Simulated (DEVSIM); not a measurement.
Structure: illuminated Si p-on-n cell, one wavelength, at 300 K.

| layer (left to right) | material | thickness (μm) | Nd (cm⁻³) | Na (cm⁻³) | τn (s) | τp (s) | absorption coefficient (cm⁻¹) |
|---|---|---|---|---|---|---|---|
| 1 | Si | 0.0640 | - | 5.3e18 | 9.5e-8 | 8.4e-7 | 22000 |
| 2 | Si | 65.0 | 5.9e16 | - | 5.6e-6 | 5.6e-6 | 22000 |

Left contact: ohmic, minority electron recombination velocity 3e6 cm/s. Right contact: ohmic, minority hole recombination velocity 5e5 cm/s. Voltage is applied to the left contact. Recombination: SRH at mid-gap, radiative, Auger. Light enters at the left, 5.7e17 photons cm⁻² s⁻¹, one pass, no reflection. Mobility is μmin + (μ − μmin)/(1 + (N/Nref)^α).

Constants are typed, rounded textbook-type inputs, not results; the design itself was drawn at random and stands for no fabricated device. Values at 300 K.

```
parameter           Si
-------------  -------
gap (eV)         1.124
affinity (eV)     4.05
permittivity      11.7
Nc (cm⁻³)      2.86e19
Nv (cm⁻³)       3.1e19
μn (cm²/Vs)       1417
μp (cm²/Vs)        470
μn,min              52
μp,min              45
Nref,n          9.7e16
Nref,p          2.2e17
αn                0.68
αp                0.72
B (cm³/s)      4.7e-15
Cn (cm⁶/s)     2.8e-31
Cp (cm⁶/s)     9.9e-32
```

DEVSIM, 1D drift-diffusion, Boltzmann statistics, complete ionisation; no tunnelling, impact ionisation, image-force lowering or self-heating.

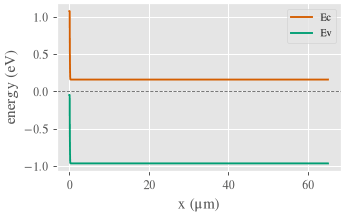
Figure: Band edges at zero bias, in the dark

Energies count from the Fermi level of the right contact; mesh points crowd at the junctions.

| x (μm) | Ec (eV) | Ev (eV) | n (cm⁻³) | p (cm⁻³) | field (V/cm) |
|---|---|---|---|---|---|
| 0.000 | 1.078 | -0.046 | < 1e2 | 5.3e18 | ≈ 0 |
| 0.01946 | 1.078 | -0.046 | < 1e2 | 5.3e18 | ≈ 0 |
| 0.04072 | 1.078 | -0.046 | < 1e2 | 5.3e18 | ≈ 0 |
| 0.06076 | 1.071 | -0.053 | < 1e2 | 4.0e18 | -40000 |
| 0.09429 | 0.699 | -0.425 | 5.1e7 | 2.3e12 | -97000 |
| 0.1532 | 0.287 | -0.837 | 4.3e14 | 270000 | -43000 |
| 0.2664 | 0.160 | -0.964 | 5.8e16 | 2000 | -210 |
| 0.6426 | 0.160 | -0.964 | 5.9e16 | 2000 | ≈ 0 |
| 1.296 | 0.160 | -0.964 | 5.9e16 | 2000 | ≈ 0 |
| 2.657 | 0.160 | -0.964 | 5.9e16 | 2000 | ≈ 0 |
| 5.494 | 0.160 | -0.964 | 5.9e16 | 2000 | ≈ 0 |
| 14.56 | 0.160 | -0.964 | 5.9e16 | 2000 | ≈ 0 |
| 30.29 | 0.160 | -0.964 | 5.9e16 | 2000 | ≈ 0 |
| 48.15 | 0.160 | -0.964 | 5.9e16 | 2000 | ≈ 0 |
| 58.73 | 0.160 | -0.964 | 5.9e16 | 2000 | ≈ 0 |
| 62.03 | 0.160 | -0.964 | 5.9e16 | 2000 | ≈ 0 |
| 63.56 | 0.160 | -0.964 | 5.9e16 | 2000 | ≈ 0 |
| 64.36 | 0.160 | -0.964 | 5.9e16 | 2000 | ≈ 0 |
| 64.81 | 0.160 | -0.964 | 5.9e16 | 2000 | ≈ 0 |
| 64.96 | 0.160 | -0.964 | 5.9e16 | 2000 | ≈ 0 |
| 65.03 | 0.160 | -0.964 | 5.9e16 | 2000 | ≈ 0 |
| 65.06 | 0.160 | -0.964 | 5.9e16 | 2000 | ≈ 0 |
